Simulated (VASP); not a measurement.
Band structure of HfO₂ (space group Fm-3m). These are r2SCAN meta-GGA, VASP's PBE PAW potentials (set 64) (plane waves; VASP) values and carry that method's errors.

Unless said otherwise, spin-orbit coupling is left out, though it shifts the bands of the heavy elements here.

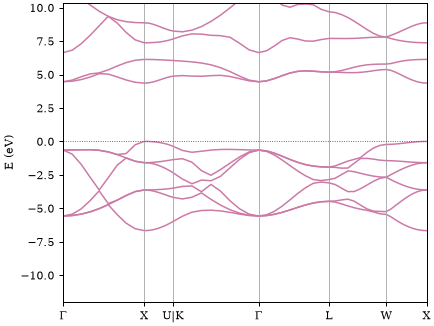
Bands along high-symmetry lines, zero at the valence-band maximum or, without a gap, the Fermi level

Question: Read the plot: is there a gap, and where are the band edges?

Answer: The gap is direct, 4.36 eV, from the valence maximum at X to the conduction minimum at X.

The structure comes from a computed database's HfO2 entry (Fm-3m); how it stands against other phases isn't given here. It was relaxed first.
